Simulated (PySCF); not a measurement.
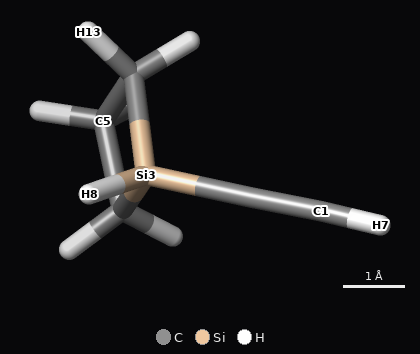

The input geometry (stick view, seen at a tilt; atoms are numbered from 1 in the order of the input). Bond lengths as drawn: C–C 1.22 to 1.57 Å, C–H 1.05 to 1.11 Å, C–Si 1.86 to 1.90 Å and H–Si 1.47 Å.

Geometry relaxation of C₅H₈Si

C₅H₈Si, SMILES C#C[SiH]1CCC1, computed with PBE0-D3(BJ)/def2-SVP geometry optimisation, gas phase (PySCF 2.14.0).

**The program's output**
```
step   0  E = -484.17078069  max force = 0.029138
step   1  E = -484.17505508  max force = 0.014926
step   2  E = -484.17578543  max force = 0.005908
step   3  E = -484.17616415  max force = 0.004111
step   4  E = -484.17633431  max force = 0.002293
step   5  E = -484.17648847  max force = 0.001504
step   6  E = -484.17658267  max force = 0.002155
step   7  E = -484.17667269  max force = 0.002504
step   8  E = -484.17680021  max force = 0.002629
step   9  E = -484.17700617  max force = 0.002017
step  10  E = -484.17721021  max force = 0.001915
step  11  E = -484.17736848  max force = 0.001385
step  12  E = -484.17738886  max force = 0.000464
step  13  E = -484.17739281  max force = 0.000188
optimisation converged
```

**Trajectory as extended XYZ (Å, eV, eV/Å), 14 frames, from step=0 to step=13**
```
14
Properties=species:S:1:pos:R:3:forces:R:3 step=0 energy=-13174.95801
C     3.1776    0.5917    0.8672   -1.4983  -0.2797  -0.9254
C     2.1661    0.3432    0.2269    0.0818  -0.1091  -0.0964
Si    0.6240   -0.0672   -0.7359    0.2219   0.0196   1.1908
C    -0.8548    1.0259   -0.3679   -1.0821   0.4681   0.2241
C    -1.6896   -0.2139    0.1037    1.1818   0.8141   0.8760
C    -0.5757   -1.2696    0.1202   -0.0241  -0.7294  -0.1208
H     4.0312    0.8511    1.4153    1.0345   0.2394   0.6602
H     1.0032   -0.3095   -2.1356    0.0561  -0.0713  -0.3796
H    -0.7460    1.7610    0.4474    0.2748  -0.0305  -0.1356
H    -1.3506    1.5398   -1.1927    0.0485   0.3389  -0.3248
H    -2.1564   -0.0670    1.0999    0.0728  -0.0052  -0.3000
H    -2.4684   -0.4641   -0.5866   -0.7752  -0.1977  -0.7202
H    -0.8639   -2.1730   -0.4231    0.1389  -0.3731  -0.0680
H    -0.3038   -1.5636    1.1386    0.2688  -0.0840   0.1196
14
Properties=species:S:1:pos:R:3:forces:R:3 step=1 energy=-13175.07432
C     3.1726    0.8562    0.5043    0.7675  -0.0490   0.5259
C     2.1831    0.3523    0.0166   -0.6968  -0.0462  -0.2432
Si    0.5613   -0.1438   -0.7011    0.0898   0.1079  -0.1013
C    -0.8988    0.9994   -0.3082   -0.0454  -0.1058  -0.0252
C    -1.6579   -0.2463    0.2384   -0.1517  -0.0527  -0.2455
C    -0.5582   -1.3495    0.2373    0.0453   0.0357   0.0928
H     4.0745    1.1919    0.9984   -0.1905   0.0737  -0.2011
H     0.8223   -0.4468   -2.1394   -0.0777  -0.0450  -0.0372
H    -0.6711    1.7366    0.4714    0.0686   0.0689   0.0967
H    -1.4060    1.5266   -1.1286    0.0404   0.0043  -0.0336
H    -2.0994   -0.0802    1.2320   -0.0446  -0.0056   0.0235
H    -2.4863   -0.5210   -0.4427    0.1280   0.0323   0.1560
H    -0.8461   -2.2873   -0.2571    0.0353  -0.0321  -0.0267
H    -0.1988   -1.5989    1.2464    0.0318   0.0137   0.0189
14
Properties=species:S:1:pos:R:3:forces:R:3 step=2 energy=-13175.09420
C     3.1787    0.8281    0.5205   -0.0408  -0.3038   0.0509
C     2.1709    0.3543    0.0232    0.0122   0.2521   0.0366
Si    0.5548   -0.1266   -0.7079    0.0725  -0.0055  -0.0566
C    -0.9107    1.0034   -0.3109   -0.0487  -0.0014   0.0136
C    -1.6618   -0.2500    0.2326    0.0069  -0.0013  -0.0338
C    -0.5453   -1.3374    0.2429    0.0032  -0.0253   0.0359
H     4.0840    1.1702    0.9907   -0.0066   0.0839  -0.0519
H     0.8035   -0.4424   -2.1474   -0.0505  -0.0062  -0.0015
H    -0.6829    1.7433    0.4717    0.0176  -0.0260   0.0042
H    -1.4143    1.5288   -1.1350    0.0139   0.0096  -0.0057
H    -2.1107   -0.0868    1.2248   -0.0213  -0.0001  -0.0051
H    -2.4824   -0.5382   -0.4433    0.0189   0.0056   0.0100
H    -0.8147   -2.2840   -0.2472    0.0134  -0.0130   0.0076
H    -0.1778   -1.5737    1.2530    0.0093   0.0314  -0.0042
14
Properties=species:S:1:pos:R:3:forces:R:3 step=3 energy=-13175.10450
C     3.1860    0.7908    0.5349   -0.1401  -0.1850  -0.0732
C     2.1605    0.3665    0.0295    0.1046   0.2114   0.0192
Si    0.5492   -0.1050   -0.7137    0.0411  -0.0807   0.0280
C    -0.9277    1.0073   -0.3142   -0.0224   0.0337  -0.0127
C    -1.6648   -0.2559    0.2250    0.0711   0.0221   0.0947
C    -0.5287   -1.3234    0.2520   -0.0341  -0.0434  -0.0438
H     4.1005    1.1358    0.9801    0.0519   0.0392   0.0296
H     0.7821   -0.4294   -2.1539   -0.0120   0.0164   0.0075
H    -0.7044    1.7461    0.4717   -0.0048  -0.0392  -0.0145
H    -1.4297    1.5306   -1.1409   -0.0082   0.0114   0.0184
H    -2.1258   -0.0948    1.2126   -0.0132  -0.0037  -0.0153
H    -2.4748   -0.5603   -0.4522   -0.0298  -0.0154  -0.0692
H    -0.7766   -2.2817   -0.2277   -0.0049  -0.0030   0.0334
H    -0.1543   -1.5376    1.2644    0.0006   0.0363  -0.0022
14
Properties=species:S:1:pos:R:3:forces:R:3 step=4 energy=-13175.10914
C     3.1964    0.7671    0.5376   -0.0841  -0.0598  -0.0778
C     2.1570    0.3849    0.0287    0.0746   0.1179  -0.0132
Si    0.5466   -0.0905   -0.7143    0.0065  -0.0741   0.0717
C    -0.9408    1.0091   -0.3155    0.0046   0.0167  -0.0290
C    -1.6675   -0.2616    0.2186    0.0410   0.0204   0.0901
C    -0.5186   -1.3143    0.2605   -0.0340  -0.0263  -0.0733
H     4.1199    1.1038    0.9719    0.0305  -0.0046   0.0409
H     0.7702   -0.4154   -2.1553    0.0075   0.0140   0.0030
H    -0.7241    1.7449    0.4744   -0.0052  -0.0224  -0.0042
H    -1.4438    1.5318   -1.1418   -0.0142   0.0139   0.0229
H    -2.1422   -0.1033    1.2002   -0.0156  -0.0089  -0.0139
H    -2.4665   -0.5779   -0.4673   -0.0101  -0.0106  -0.0589
H    -0.7526   -2.2822   -0.2064   -0.0060  -0.0057   0.0375
H    -0.1427   -1.5073    1.2763    0.0043   0.0295   0.0042
14
Properties=species:S:1:pos:R:3:forces:R:3 step=5 energy=-13175.11333
C     3.2120    0.7429    0.5300    0.0136   0.0678  -0.0394
C     2.1556    0.4149    0.0205    0.0083  -0.0134  -0.0414
Si    0.5438   -0.0736   -0.7112   -0.0303  -0.0243   0.0773
C    -0.9565    1.0110   -0.3140    0.0237  -0.0121  -0.0343
C    -1.6721   -0.2699    0.2092   -0.0052   0.0120   0.0451
C    -0.5077   -1.3030    0.2734   -0.0193  -0.0022  -0.0703
H     4.1471    1.0560    0.9598   -0.0016  -0.0383   0.0312
H     0.7594   -0.3972   -2.1531    0.0132   0.0022  -0.0026
H    -0.7500    1.7409    0.4832    0.0017  -0.0047   0.0098
H    -1.4620    1.5353   -1.1374   -0.0130   0.0181   0.0200
H    -2.1706   -0.1185    1.1799   -0.0199  -0.0124  -0.0094
H    -2.4513   -0.6003   -0.4950    0.0208   0.0000  -0.0262
H    -0.7237   -2.2845   -0.1726   -0.0009  -0.0118   0.0325
H    -0.1326   -1.4651    1.2949    0.0088   0.0192   0.0077
14
Properties=species:S:1:pos:R:3:forces:R:3 step=6 energy=-13175.11589
C     3.2250    0.7308    0.5148    0.0539   0.1108  -0.0018
C     2.1571    0.4388    0.0083   -0.0222  -0.0914  -0.0364
Si    0.5411   -0.0622   -0.7061   -0.0317   0.0271   0.0465
C    -0.9668    1.0125   -0.3090    0.0158  -0.0254  -0.0311
C    -1.6768   -0.2768    0.2001   -0.0215   0.0044   0.0079
C    -0.5009   -1.2943    0.2852   -0.0059   0.0065  -0.0433
H     4.1679    1.0166    0.9480   -0.0178  -0.0389   0.0101
H     0.7523   -0.3856   -2.1487    0.0014  -0.0075  -0.0042
H    -0.7683    1.7350    0.4967    0.0103  -0.0010   0.0179
H    -1.4743    1.5422   -1.1276   -0.0063   0.0206   0.0147
H    -2.1999   -0.1345    1.1592   -0.0220  -0.0108  -0.0068
H    -2.4345   -0.6164   -0.5241    0.0330   0.0052  -0.0038
H    -0.7020   -2.2874   -0.1408    0.0043  -0.0141   0.0237
H    -0.1285   -1.4296    1.3118    0.0088   0.0145   0.0065
14
Properties=species:S:1:pos:R:3:forces:R:3 step=7 energy=-13175.11834
C     3.2379    0.7258    0.4922    0.0475   0.1002   0.0266
C     2.1607    0.4570   -0.0077   -0.0240  -0.1288  -0.0124
Si    0.5377   -0.0536   -0.6995   -0.0061   0.0675   0.0021
C    -0.9739    1.0140   -0.2995   -0.0098  -0.0234  -0.0263
C    -1.6825   -0.2840    0.1887   -0.0148  -0.0008  -0.0135
C    -0.4961   -1.2861    0.2985    0.0023   0.0029  -0.0089
H     4.1863    0.9835    0.9312   -0.0179  -0.0188  -0.0130
H     0.7429   -0.3791   -2.1427   -0.0192  -0.0135  -0.0033
H    -0.7813    1.7243    0.5186    0.0187  -0.0076   0.0212
H    -1.4819    1.5554   -1.1100    0.0022   0.0208   0.0099
H    -2.2357   -0.1540    1.1325   -0.0222  -0.0063  -0.0061
H    -2.4126   -0.6300   -0.5607    0.0305   0.0053   0.0070
H    -0.6818   -2.2915   -0.1047    0.0073  -0.0123   0.0137
H    -0.1284   -1.3927    1.3306    0.0054   0.0146   0.0031
14
Properties=species:S:1:pos:R:3:forces:R:3 step=8 energy=-13175.12181
C     3.2540    0.7248    0.4573    0.0094   0.0555   0.0459
C     2.1674    0.4701   -0.0300   -0.0072  -0.1352   0.0209
Si    0.5328   -0.0460   -0.6898    0.0377   0.0927  -0.0438
C    -0.9794    1.0158   -0.2814   -0.0459  -0.0091  -0.0230
C    -1.6901   -0.2937    0.1704    0.0083  -0.0032  -0.0195
C    -0.4923   -1.2761    0.3180    0.0048  -0.0080   0.0259
H     4.2081    0.9542    0.8991   -0.0054   0.0140  -0.0346
H     0.7234   -0.3766   -2.1341   -0.0436  -0.0160  -0.0006
H    -0.7907    1.7026    0.5580    0.0260  -0.0206   0.0208
H    -1.4850    1.5809   -1.0772    0.0107   0.0181   0.0056
H    -2.2885   -0.1827    1.0889   -0.0195   0.0003  -0.0062
H    -2.3773   -0.6444   -0.6162    0.0170   0.0012   0.0079
H    -0.6573   -2.2974   -0.0526    0.0079  -0.0069   0.0021
H    -0.1338   -1.3422    1.3572   -0.0005   0.0172  -0.0013
14
Properties=species:S:1:pos:R:3:forces:R:3 step=9 energy=-13175.12742
C     3.2762    0.7275    0.4028   -0.0507  -0.0166   0.0530
C     2.1787    0.4735   -0.0610    0.0237  -0.1037   0.0563
Si    0.5257   -0.0403   -0.6745    0.0908   0.0944  -0.0787
C    -0.9826    1.0175   -0.2489   -0.0824   0.0156  -0.0211
C    -1.6998   -0.3073    0.1398    0.0396  -0.0019  -0.0070
C    -0.4909   -1.2628    0.3481    0.0019  -0.0214   0.0551
H     4.2381    0.9347    0.8375    0.0154   0.0521  -0.0510
H     0.6841   -0.3804   -2.1208   -0.0649  -0.0143   0.0039
H    -0.7945    1.6587    0.6268    0.0281  -0.0347   0.0147
H    -1.4807    1.6263   -1.0166    0.0179   0.0091  -0.0004
H    -2.3679   -0.2262    1.0127   -0.0099   0.0082  -0.0041
H    -2.3163   -0.6593   -0.7026   -0.0067  -0.0068  -0.0007
H    -0.6278   -2.3051    0.0281    0.0059   0.0021  -0.0141
H    -0.1508   -1.2676    1.3963   -0.0087   0.0180  -0.0060
14
Properties=species:S:1:pos:R:3:forces:R:3 step=10 energy=-13175.13297
C     3.2884    0.7361    0.3658   -0.0802  -0.0691   0.0369
C     2.1886    0.4550   -0.0769    0.0432  -0.0341   0.0583
Si    0.5224   -0.0452   -0.6635    0.0985   0.0566  -0.0695
C    -0.9773    1.0172   -0.2225   -0.0763   0.0301  -0.0113
C    -1.7049   -0.3137    0.1179    0.0401  -0.0011   0.0055
C    -0.4964   -1.2583    0.3671   -0.0004  -0.0257   0.0566
H     4.2553    0.9565    0.7819    0.0239   0.0618  -0.0450
H     0.6474   -0.3923   -2.1112   -0.0556  -0.0073   0.0058
H    -0.7833    1.6178    0.6809    0.0184  -0.0316   0.0037
H    -1.4650    1.6630   -0.9663    0.0168   0.0001  -0.0029
H    -2.4183   -0.2505    0.9561    0.0001   0.0110  -0.0009
H    -2.2732   -0.6600   -0.7599   -0.0202  -0.0113  -0.0096
H    -0.6205   -2.3112    0.0781    0.0026   0.0088  -0.0206
H    -0.1718   -1.2255    1.4201   -0.0108   0.0118  -0.0070
14
Properties=species:S:1:pos:R:3:forces:R:3 step=11 energy=-13175.13728
C     3.2892    0.7474    0.3542   -0.0464  -0.0712   0.0055
C     2.1960    0.4213   -0.0733    0.0274   0.0419   0.0172
Si    0.5244   -0.0588   -0.6584    0.0387  -0.0091  -0.0201
C    -0.9650    1.0157   -0.2087   -0.0229   0.0194   0.0055
C    -1.7060   -0.3122    0.1107    0.0122  -0.0008   0.0025
C    -0.5061   -1.2638    0.3714   -0.0010  -0.0122   0.0284
H     4.2564    1.0146    0.7408    0.0157   0.0351  -0.0151
H     0.6218   -0.4081   -2.1072   -0.0141   0.0011   0.0023
H    -0.7597    1.5913    0.7086    0.0012  -0.0108  -0.0060
H    -1.4406    1.6834   -0.9404    0.0055  -0.0015   0.0013
H    -2.4330   -0.2494    0.9373    0.0038   0.0063   0.0009
H    -2.2628   -0.6498   -0.7782   -0.0138  -0.0072  -0.0095
H    -0.6342   -2.3168    0.0846   -0.0009   0.0076  -0.0099
H    -0.1890   -1.2257    1.4263   -0.0054   0.0012  -0.0029
14
Properties=species:S:1:pos:R:3:forces:R:3 step=12 energy=-13175.13783
C     3.2902    0.7447    0.3545   -0.0098  -0.0239  -0.0036
C     2.1963    0.4182   -0.0702    0.0069   0.0224  -0.0007
Si    0.5254   -0.0605   -0.6577    0.0053  -0.0122   0.0054
C    -0.9640    1.0153   -0.2079   -0.0013   0.0035  -0.0016
C    -1.7060   -0.3119    0.1113    0.0023   0.0020   0.0028
C    -0.5072   -1.2648    0.3724   -0.0009  -0.0001   0.0067
H     4.2584    1.0256    0.7295    0.0043   0.0104  -0.0028
H     0.6179   -0.4093   -2.1067   -0.0005  -0.0002   0.0008
H    -0.7574    1.5894    0.7098   -0.0018  -0.0034  -0.0017
H    -1.4376    1.6840   -0.9398   -0.0002   0.0012   0.0012
H    -2.4321   -0.2471    0.9386    0.0023   0.0019   0.0016
H    -2.2651   -0.6495   -0.7766   -0.0029  -0.0023  -0.0037
H    -0.6363   -2.3169    0.0831   -0.0008   0.0019  -0.0043
H    -0.1909   -1.2281    1.4274   -0.0029  -0.0013  -0.0001
14
Properties=species:S:1:pos:R:3:forces:R:3 step=13 energy=-13175.13794
C     3.2920    0.7436    0.3510    0.0037  -0.0014  -0.0050
C     2.1966    0.4193   -0.0711   -0.0019   0.0053  -0.0033
Si    0.5254   -0.0612   -0.6564   -0.0033  -0.0036   0.0097
C    -0.9641    1.0151   -0.2069    0.0034  -0.0018  -0.0054
C    -1.7062   -0.3120    0.1122   -0.0027   0.0018  -0.0004
C    -0.5077   -1.2650    0.3741    0.0010   0.0023   0.0012
H     4.2612    1.0287    0.7207   -0.0007   0.0003   0.0001
H     0.6162   -0.4103   -2.1054    0.0015  -0.0020  -0.0001
H    -0.7576    1.5886    0.7110   -0.0010  -0.0002   0.0007
H    -1.4374    1.6841   -0.9387   -0.0007   0.0011   0.0014
H    -2.4325   -0.2467    0.9393    0.0016   0.0004   0.0011
H    -2.2653   -0.6499   -0.7758    0.0004  -0.0005   0.0010
H    -0.6369   -2.3169    0.0843    0.0001   0.0004  -0.0021
H    -0.1922   -1.2283    1.4293   -0.0014  -0.0023   0.0011
```

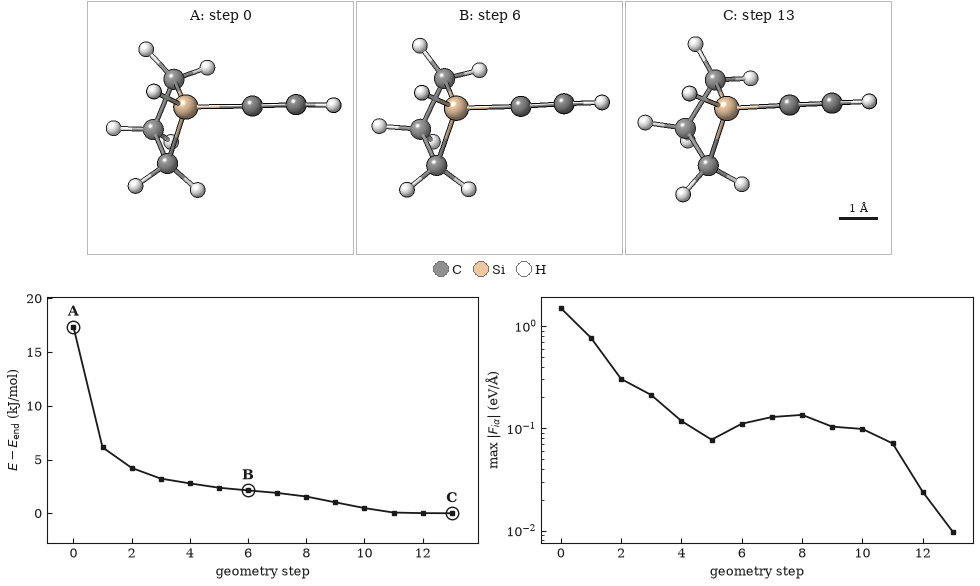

Frames of the relaxation (ball-and-stick view, seen at a tilt) above the curves, on which the letters mark them (steps are counted from 0).

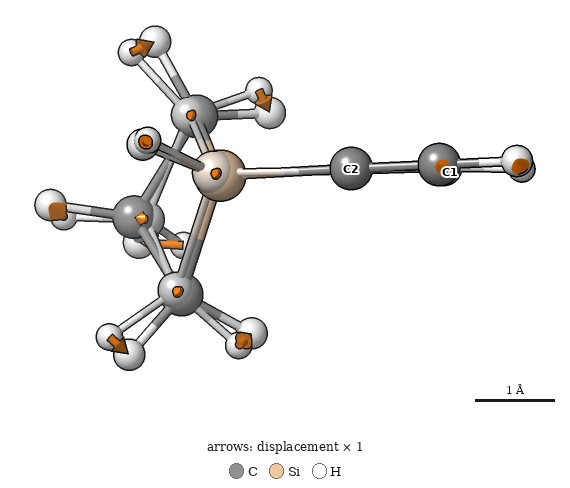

Start (faint) and end (solid) with the displacements as orange arrows, at true length (ball-and-stick view, seen at a tilt). The two geometries are laid on each other by the best rigid fit. H11 moves most after the best rigid fit: 0.57 Å. By element the largest moves are H 0.57 Å, C 0.18 Å, Si 0.14 Å. Among the contacts that change: C5–H12 1.070 → 1.102 Å, C2–Si3 1.864 → 1.835 Å, C1–H7 1.047 → 1.076 Å, Si3–H8 1.470 → 1.493 Å. Among the angles that change: Si3–C4–H9 117.1° → 110.3°, C5–C4–H10 111.0° → 116.8°, Si3–C6–H14 115.6° → 110.1°. After 13 geometry steps the energy has fallen by 17.4 kJ/mol. Largest force component: 1.5 eV/Å at the start, 0.0097 eV/Å at the end. (Atoms are counted from 1 in the order of the input.)

This output came from the following input.

**Input**
```
{"job": {"xc": "PBE0", "basis": "def2-SVP", "d3": "d3bj", "grid": 1, "shake": 0.01, "kind": "geom"}, "charge": 0, "multiplicity": 1}
C      3.177590     0.591720     0.867250
C      2.166080     0.343220     0.226920
Si     0.623990    -0.067210    -0.735910
C     -0.854810     1.025950    -0.367940
C     -1.689610    -0.213910     0.103660
C     -0.575700    -1.269600     0.120180
H      4.031250     0.851130     1.415260
H      1.003240    -0.309490    -2.135590
H     -0.745970     1.761000     0.447390
H     -1.350630     1.539830    -1.192730
H     -2.156450    -0.066970     1.099910
H     -2.468400    -0.464120    -0.586570
H     -0.863940    -2.173030    -0.423110
H     -0.303790    -1.563600     1.138600
```

The first line tells a small driver script what to run in PySCF; the rest is the geometry in Å.

Run as:
```bash
OMP_NUM_THREADS=1 python <driver script> task.json out
```

**Summary**

```csv
quantity,value
outcome,converged
total energy,−484.177393 hartree
dipole moment,0.52 D
point group,Cs
hardware,"1 CPU thread, shared host"
wall time,2.5 min
peak memory,0.5 GiB
```
